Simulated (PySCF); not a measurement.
**C$_{6}$H$_{11}$F: density, localisation and related maps**

```xyz
18

C     2.4859    0.0496    0.3980
C     1.4118   -0.6939    0.2087
C     0.4464   -0.5029   -0.9164
C    -0.9038    0.0706   -0.4539
C    -1.6194   -0.8386    0.5377
C    -0.7588    1.4905    0.0786
F    -1.7080    0.1396   -1.5984
H     3.1603   -0.1210    1.2196
H     2.7405    0.8599   -0.2654
H     1.1865   -1.5031    0.8906
H     0.8662    0.1777   -1.6596
H     0.2520   -1.4621   -1.4034
H    -1.6739   -1.8532    0.1497
H    -2.6322   -0.4761    0.6982
H    -1.0938   -0.8427    1.4877
H    -0.3520    2.1364   -0.6957
H    -1.7285    1.8795    0.3801
H    -0.0879    1.4961    0.9323
```

Geometry: GFN2-xTB, NEB image 0 of 0 to 8.

Method: PBE0/pcSseg-1, SCF density, gas phase, non-relativistic (PySCF).

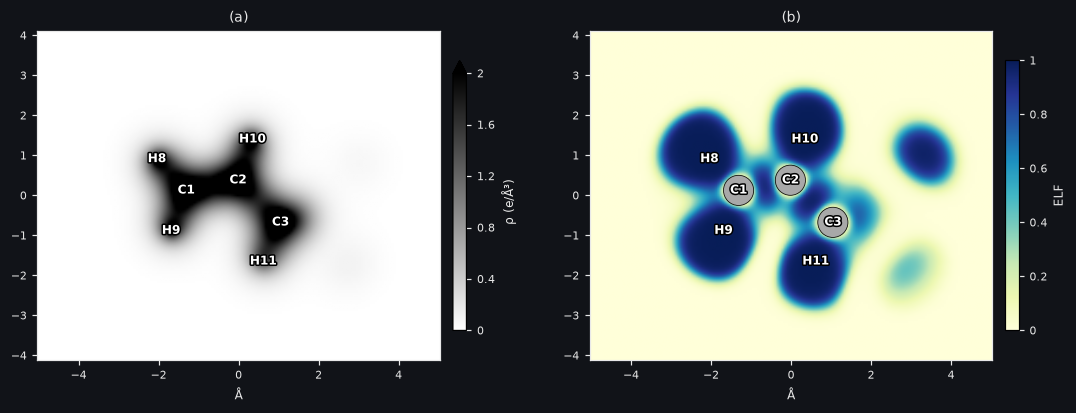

Figure 1. (a) total electron density; (b) electron localisation function on the plane of atoms C1, C2 and C3. Grey discs cover the atomic cores in the ELF map.

Question: What does the map show?

Answer:
- Atoms in the plane: C and H.
- C–C (1.32 Å): the density is about 2.3 e/Å³ at the midpoint; the ELF peaks at about 0.90 between the atoms (a multiple bond).
- C–H (1.08 Å): ρ is about 2 e/Å³ halfway; the ELF climbs to about 1 towards the hydrogen, as it does in any bond to H; a covalent bond by its length.
- C–C (1.49 Å): ρ is about 1.7 e/Å³ halfway; the ELF peaks at about 0.95 between the atoms, as expected for localised, covalent bonding.

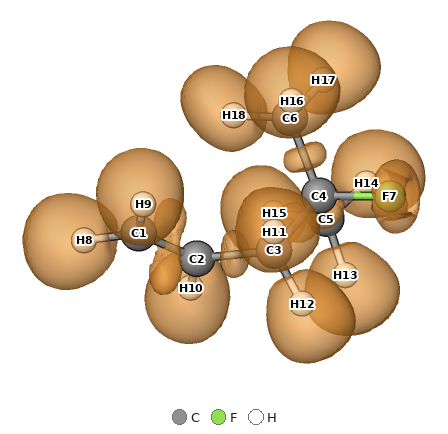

Figure 2. Isosurface of the electron localisation function at 0.85 (orange), seen at a tilt. Core shells and regions of very low density are left out.

Question: Describe the localisation domains.

Answer: The surface consists of five regions between bonded C–C atoms (shared pairs), eleven regions around hydrogen nuclei and one region wrapped around F (its lone pairs, merged into a ring or cap). Along the contacts the grid gives the following. C–F (1.40 Å): the ELF peaks at about 0.85 between the atoms; a polar covalent bond.

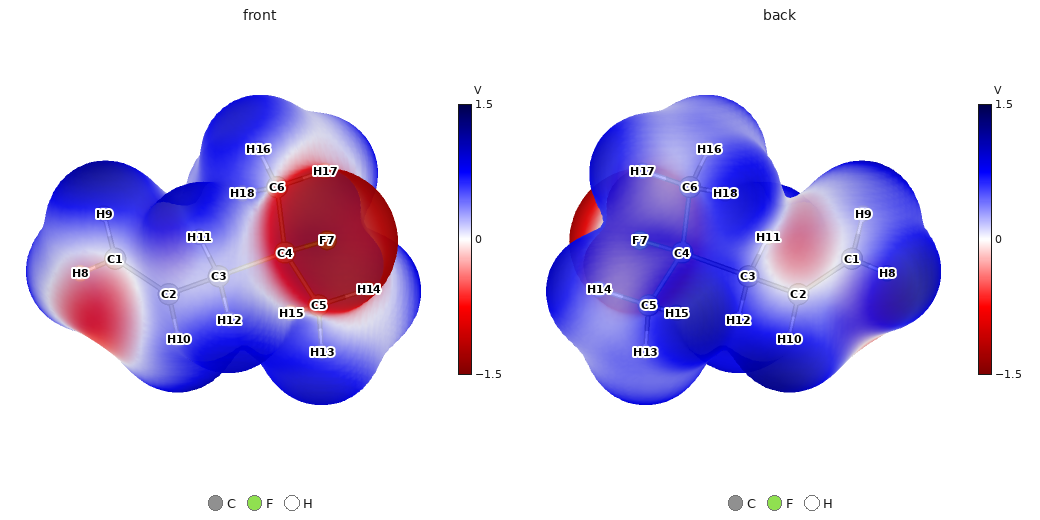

Figure 3. The electrostatic potential painted on the density surface at 0.004 e/bohr³, seen from the front and from behind; the colour scale runs from red (negative) to blue (positive).

Question: Describe the electrostatic potential map.

Answer: The most negative region (about −1.3 V) lies over F7, the most positive (about +1.2 V) over H8, H9 and H10.
